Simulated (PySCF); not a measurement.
Consider CH8Si2.

```yaml
atoms:
  - { symbol: Si, position_ang: [1.2942, 0.8046, -0.0929] }
  - { symbol: C, position_ang: [0.2697, -0.7698, -0.2134] }
  - { symbol: Si, position_ang: [-1.5871, -0.5326, -0.0164] }
  - { symbol: H, position_ang: [2.7514, 0.5083, -0.2548] }
  - { symbol: H, position_ang: [0.8854, 1.7703, -1.1590] }
  - { symbol: H, position_ang: [1.0883, 1.4576, 1.2367] }
  - { symbol: H, position_ang: [0.6179, -1.4784, 0.5579] }
  - { symbol: H, position_ang: [0.4635, -1.2421, -1.1919] }
  - { symbol: H, position_ang: [-2.1006, 0.4218, -1.0468] }
  - { symbol: H, position_ang: [-1.8979, 0.0232, 1.3366] }
  - { symbol: H, position_ang: [-2.3104, -1.8325, -0.1724] }
```

Geometry: PBE0-D3(BJ)/def2-SVP.

Method: B3LYP/def2-SVPD, SCF density, gas phase (PySCF 2.14.0).

**Predict the electron density and electron localisation function between the atoms.**

C–Si (1.88 Å): the density is about 0.93 e/Å³ at the midpoint; the ELF peaks at about 0.95 between the atoms (a covalent bond).
Si–H (1.50 Å): ρ at the midpoint is about 0.75 e/Å³; the ELF climbs to about 1 towards the hydrogen, as it does in any bond to H.

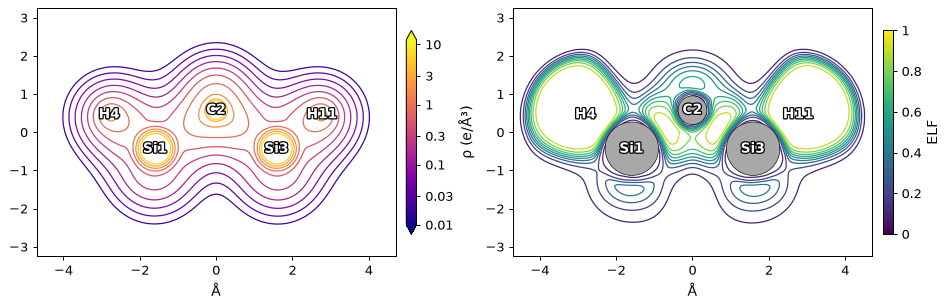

Computed electron density and electron localisation function on the plane of atoms C2, Si1 and H4, in this order. Grey discs cover the atomic cores in the ELF map. 
